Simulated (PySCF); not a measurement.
**CH₅FOSi: geometry relaxation**

- system: CH₅FOSi, SMILES CO[SiH2]F
- method: PBE0-D3(BJ)/def2-SVP geometry optimisation, gas phase (PySCF 2.14.0)

It belongs to a series of runs on one base structure; here: H on Si replaced by OCH3.

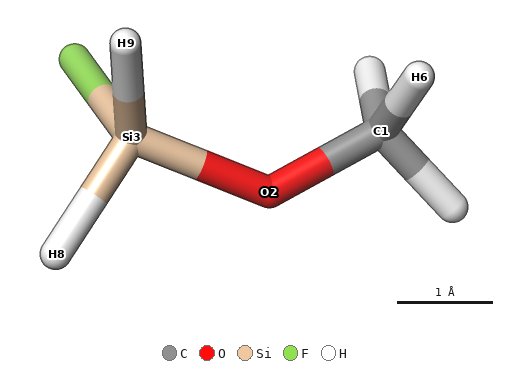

**Figure 1.** The input geometry (stick view, seen at a tilt; atoms are numbered from 1 in the order of the input).

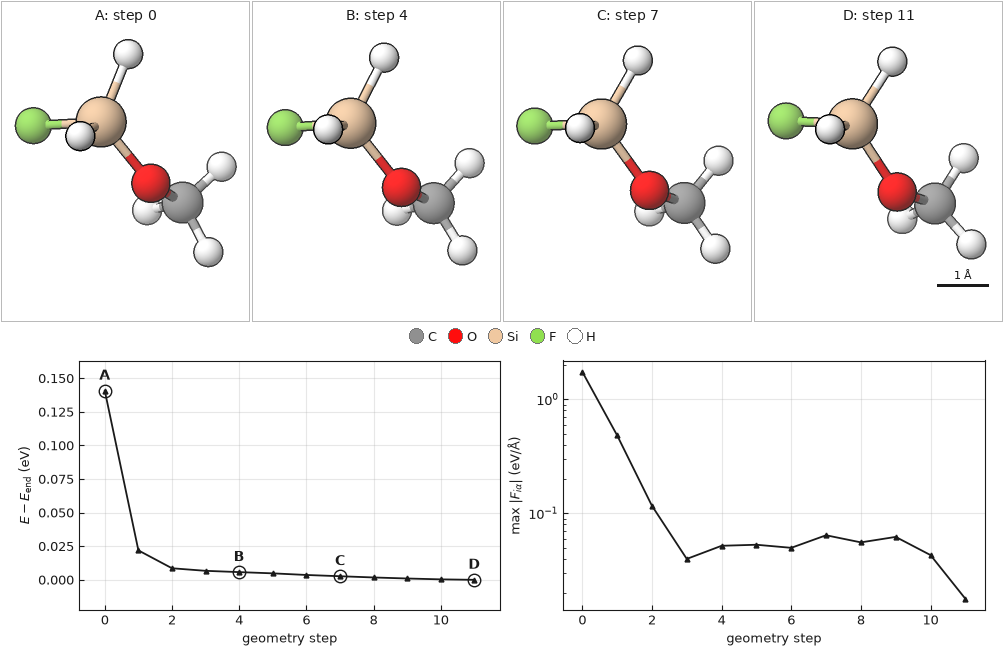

**Figure 2.** Frames of the relaxation (ball-and-stick view, seen at a tilt) above the curves, on which the letters mark them (steps are counted from 0).

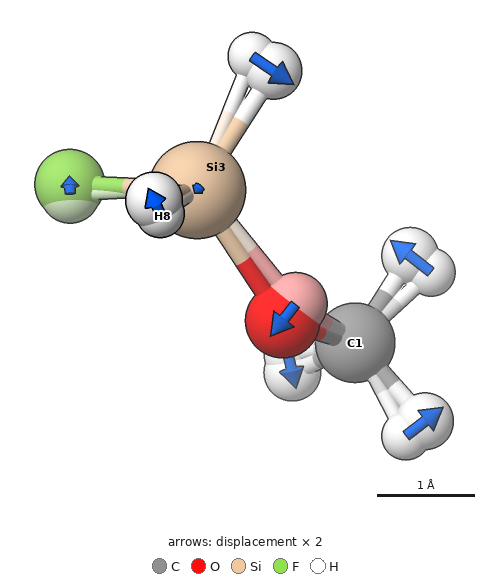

**Figure 3.** Start (faint) and end (solid) with the displacements as blue arrows, magnified 2 times (ball-and-stick view, seen at a tilt). The two geometries are laid on each other by the best rigid fit. The energy falls by 0.141 eV in 11 geometry steps. Largest force component: 1.7 eV/Å at the start, 0.018 eV/Å at the end. H6 moves most after the best rigid fit: 0.27 Å. By element the largest moves are H 0.27 Å, O 0.22 Å, F 0.10 Å, Si 0.05 Å, C 0.02 Å. Among the contacts that change: O2–Si3 1.592 → 1.643 Å, C1–H7 1.075 → 1.103 Å, C1–H5 1.123 → 1.100 Å, C1–H6 1.087 → 1.106 Å. Among the angles that change: O2–Si3–H8 102.0° → 107.0°, C1–O2–Si3 130.7° → 125.9°, O2–Si3–H9 115.3° → 110.7°. (Atoms are counted from 1 in the order of the input.)

These pictures come from the run below.

### The input
```
{"job": {"xc": "PBE0", "basis": "def2-SVP", "d3": "d3bj", "grid": 1, "shake": 0.01, "kind": "geom"}, "charge": 0, "multiplicity": 1}
C     -1.343050     0.007560    -0.278580
O     -0.122360     0.647040    -0.143300
Si     1.297260     0.089540     0.312830
F      1.814410    -1.098060    -0.663220
H     -2.049540     0.750540    -0.738030
H     -1.755610    -0.272930     0.687360
H     -1.282760    -0.844270    -0.931090
H      2.171720     1.246320     0.073610
H      1.327740    -0.542900     1.646690
```

The first line tells a small driver script what to run in PySCF; the rest is the geometry in Å.

Command:
```bash
OMP_NUM_THREADS=1 python <driver script> task.json out
```

### Output
```
step   0  E = -505.14615188  max force = 0.033925
step   1  E = -505.15051799  max force = 0.009398
step   2  E = -505.15100697  max force = 0.002263
step   3  E = -505.15107718  max force = 0.000773
step   4  E = -505.15111246  max force = 0.001009
step   5  E = -505.15114616  max force = 0.001032
step   6  E = -505.15119057  max force = 0.000969
step   7  E = -505.15122519  max force = 0.001248
step   8  E = -505.15125875  max force = 0.001080
step   9  E = -505.15128704  max force = 0.001208
step  10  E = -505.15131062  max force = 0.000836
step  11  E = -505.15132353  max force = 0.000347
optimisation converged
```

### Trajectory as extended XYZ (Å, eV, eV/Å), 12 frames, from step=0 to step=11
```
9
Properties=species:S:1:pos:R:3:forces:R:3 step=0 energy=-13745.72694
C    -1.3431    0.0076   -0.2786   -0.9467   1.5496  -0.3065
O    -0.1224    0.6470   -0.1433   -1.0513   0.6034  -0.3349
Si    1.2973    0.0895    0.3128    1.7445  -0.4417  -0.0017
F     1.8144   -1.0981   -0.6632   -0.0675  -0.1771  -0.1470
H    -2.0495    0.7505   -0.7380    0.2909  -0.5966   0.2550
H    -1.7556   -0.2729    0.6874   -0.2189  -0.3088   0.4739
H    -1.2828   -0.8443   -0.9311    0.0286  -0.8535  -0.5190
H     2.1717    1.2463    0.0736    0.3161   0.1356   0.2766
H     1.3277   -0.5429    1.6467   -0.0957   0.0891   0.3037
9
Properties=species:S:1:pos:R:3:forces:R:3 step=1 energy=-13745.84574
C    -1.4295   -0.0841   -0.6116    0.1729  -0.2098  -0.0324
O    -0.2130    0.6108   -0.5135    0.1503   0.1030  -0.1043
Si    1.2564    0.0366   -0.0346   -0.4833   0.0540   0.3274
F     1.6644   -1.2185   -0.9712    0.1467  -0.0744  -0.0926
H    -2.1938    0.5831   -1.0307   -0.0007   0.1029  -0.0381
H    -1.7871   -0.4258    0.3756    0.0231  -0.0259   0.0315
H    -1.3455   -0.9669   -1.2771   -0.0012   0.1313   0.1111
H     2.2577    1.1220   -0.1530   -0.0686  -0.0030  -0.1547
H     1.1656   -0.4704    1.3650    0.0608  -0.0782  -0.0480
9
Properties=species:S:1:pos:R:3:forces:R:3 step=2 energy=-13745.85905
C    -1.4255   -0.0814   -0.6122   -0.0485  -0.0313   0.0176
O    -0.2130    0.6137   -0.5173    0.1164   0.0463  -0.0242
Si    1.2394    0.0260   -0.0209   -0.0363   0.1001   0.0647
F     1.6843   -1.2102   -0.9713    0.0176  -0.0701   0.0001
H    -2.1817    0.5927   -1.0415   -0.0064  -0.0185   0.0104
H    -1.7841   -0.4145    0.3785   -0.0093  -0.0075  -0.0051
H    -1.3403   -0.9662   -1.2667   -0.0055   0.0131   0.0043
H     2.2193    1.1240   -0.1727   -0.0013   0.0219  -0.0232
H     1.1769   -0.4973    1.3729   -0.0266  -0.0540  -0.0447
9
Properties=species:S:1:pos:R:3:forces:R:3 step=3 energy=-13745.86096
C    -1.4224   -0.0794   -0.6118   -0.0348  -0.0094   0.0318
O    -0.2096    0.6190   -0.5246    0.0192   0.0356  -0.0398
Si    1.2377    0.0289   -0.0208    0.0248   0.0158   0.0185
F     1.6877   -1.2126   -0.9647    0.0066  -0.0154  -0.0014
H    -2.1831    0.5899   -1.0404    0.0033  -0.0048   0.0086
H    -1.7772   -0.4107    0.3811    0.0033   0.0003  -0.0030
H    -1.3379   -0.9658   -1.2627    0.0017  -0.0074  -0.0139
H     2.2183    1.1274   -0.1722   -0.0065   0.0014   0.0007
H     1.1617   -0.5097    1.3649   -0.0176  -0.0163  -0.0015
9
Properties=species:S:1:pos:R:3:forces:R:3 step=4 energy=-13745.86192
C    -1.4193   -0.0780   -0.6121   -0.0074  -0.0013   0.0314
O    -0.2058    0.6229   -0.5371   -0.0251   0.0156  -0.0519
Si    1.2362    0.0299   -0.0222    0.0317  -0.0382   0.0064
F     1.6955   -1.2137   -0.9607   -0.0021   0.0228   0.0028
H    -2.1844    0.5879   -1.0375    0.0010   0.0042   0.0025
H    -1.7658   -0.4050    0.3850    0.0041  -0.0027  -0.0014
H    -1.3382   -0.9673   -1.2597    0.0010  -0.0026  -0.0106
H     2.2172    1.1289   -0.1653    0.0012  -0.0051   0.0113
H     1.1397   -0.5186    1.3583   -0.0043   0.0072   0.0095
9
Properties=species:S:1:pos:R:3:forces:R:3 step=5 energy=-13745.86284
C    -1.4161   -0.0766   -0.6137    0.0165   0.0108   0.0212
O    -0.2008    0.6254   -0.5566   -0.0409  -0.0128  -0.0482
Si    1.2343    0.0295   -0.0236    0.0193  -0.0530  -0.0011
F     1.7079   -1.2140   -0.9557   -0.0081   0.0385   0.0048
H    -2.1862    0.5872   -1.0328   -0.0007   0.0081  -0.0002
H    -1.7503   -0.3988    0.3891    0.0037  -0.0054   0.0001
H    -1.3421   -0.9688   -1.2585   -0.0010   0.0023  -0.0060
H     2.2174    1.1281   -0.1518    0.0058  -0.0072   0.0158
H     1.1110   -0.5251    1.3525    0.0053   0.0188   0.0137
9
Properties=species:S:1:pos:R:3:forces:R:3 step=6 energy=-13745.86405
C    -1.4113   -0.0743   -0.6186    0.0321   0.0262   0.0026
O    -0.1923    0.6250   -0.5905   -0.0322  -0.0498  -0.0264
Si    1.2309    0.0271   -0.0244   -0.0057  -0.0328  -0.0066
F     1.7288   -1.2154   -0.9444   -0.0106   0.0339   0.0035
H    -2.1883    0.5903   -1.0229   -0.0027   0.0085  -0.0002
H    -1.7242   -0.3928    0.3922    0.0017  -0.0079   0.0004
H    -1.3533   -0.9685   -1.2626   -0.0019   0.0072  -0.0006
H     2.2186    1.1241   -0.1273    0.0079  -0.0066   0.0145
H     1.0663   -0.5286    1.3472    0.0114   0.0214   0.0129
9
Properties=species:S:1:pos:R:3:forces:R:3 step=7 energy=-13745.86499
C    -1.4079   -0.0723   -0.6254    0.0268   0.0305  -0.0116
O    -0.1844    0.6197   -0.6197   -0.0050  -0.0642   0.0000
Si    1.2284    0.0238   -0.0228   -0.0261   0.0065  -0.0048
F     1.7457   -1.2200   -0.9288   -0.0064   0.0117  -0.0001
H    -2.1892    0.5989   -1.0105   -0.0033   0.0057   0.0021
H    -1.7019   -0.3947    0.3899    0.0000  -0.0077   0.0001
H    -1.3683   -0.9634   -1.2753   -0.0016   0.0080   0.0015
H     2.2204    1.1183   -0.1070    0.0055  -0.0031   0.0064
H     1.0324   -0.5234    1.3483    0.0099   0.0126   0.0064
9
Properties=species:S:1:pos:R:3:forces:R:3 step=8 energy=-13745.86590
C    -1.4057   -0.0701   -0.6354    0.0069   0.0248  -0.0177
O    -0.1756    0.6087   -0.6466    0.0285  -0.0556   0.0230
Si    1.2267    0.0193   -0.0181   -0.0372   0.0476   0.0007
F     1.7601   -1.2304   -0.9045    0.0016  -0.0172  -0.0026
H    -2.1884    0.6152   -0.9921   -0.0025   0.0010   0.0048
H    -1.6809   -0.4071    0.3806   -0.0008  -0.0052  -0.0008
H    -1.3895   -0.9506   -1.3005   -0.0004   0.0061   0.0009
H     2.2234    1.1105   -0.0914    0.0005   0.0015  -0.0055
H     1.0051   -0.5086    1.3568    0.0034  -0.0029  -0.0029
9
Properties=species:S:1:pos:R:3:forces:R:3 step=9 energy=-13745.86667
C    -1.4046   -0.0677   -0.6469   -0.0139   0.0119  -0.0131
O    -0.1670    0.5948   -0.6669    0.0452  -0.0284   0.0298
Si    1.2261    0.0148   -0.0110   -0.0307   0.0621   0.0045
F     1.7695   -1.2467   -0.8732    0.0070  -0.0335  -0.0012
H    -2.1860    0.6365   -0.9687   -0.0009  -0.0029   0.0056
H    -1.6638   -0.4294    0.3651   -0.0003  -0.0017  -0.0016
H    -1.4129   -0.9301   -1.3351    0.0004   0.0029  -0.0013
H     2.2267    1.1024   -0.0854   -0.0033   0.0041  -0.0136
H     0.9872   -0.4878    1.3707   -0.0035  -0.0146  -0.0089
9
Properties=species:S:1:pos:R:3:forces:R:3 step=10 energy=-13745.86731
C    -1.4039   -0.0644   -0.6585   -0.0234  -0.0024  -0.0033
O    -0.1582    0.5805   -0.6822    0.0364   0.0032   0.0195
Si    1.2261    0.0105   -0.0027   -0.0107   0.0430   0.0051
F     1.7747   -1.2681   -0.8361    0.0069  -0.0300   0.0026
H    -2.1821    0.6601   -0.9402    0.0005  -0.0037   0.0037
H    -1.6485   -0.4581    0.3454    0.0005   0.0017  -0.0021
H    -1.4369   -0.9027   -1.3750    0.0004   0.0005  -0.0028
H     2.2305    1.0939   -0.0881   -0.0037   0.0034  -0.0139
H     0.9735   -0.4650    1.3861   -0.0068  -0.0157  -0.0088
9
Properties=species:S:1:pos:R:3:forces:R:3 step=11 energy=-13745.86766
C    -1.4033   -0.0611   -0.6660   -0.0149  -0.0089   0.0023
O    -0.1519    0.5723   -0.6903    0.0113   0.0178   0.0030
Si    1.2264    0.0073    0.0031    0.0053   0.0087   0.0038
F     1.7750   -1.2866   -0.8074    0.0028  -0.0129   0.0038
H    -2.1789    0.6773   -0.9174    0.0012  -0.0014   0.0010
H    -1.6383   -0.4798    0.3300    0.0005   0.0029  -0.0012
H    -1.4528   -0.8794   -1.4041   -0.0003   0.0000  -0.0018
H     2.2340    1.0866   -0.0956   -0.0013   0.0005  -0.0074
H     0.9649   -0.4498    1.3963   -0.0047  -0.0068  -0.0035
```

### Key numbers

| quantity | value |
| --- | --- |
| outcome | converged |
| total energy | −505.151324 hartree |
| dipole moment | 1.62 D |
| point group | C1 |
| hardware | 1 CPU thread, shared host |
| wall time | 24 s |
| peak memory | 0.35 GiB |
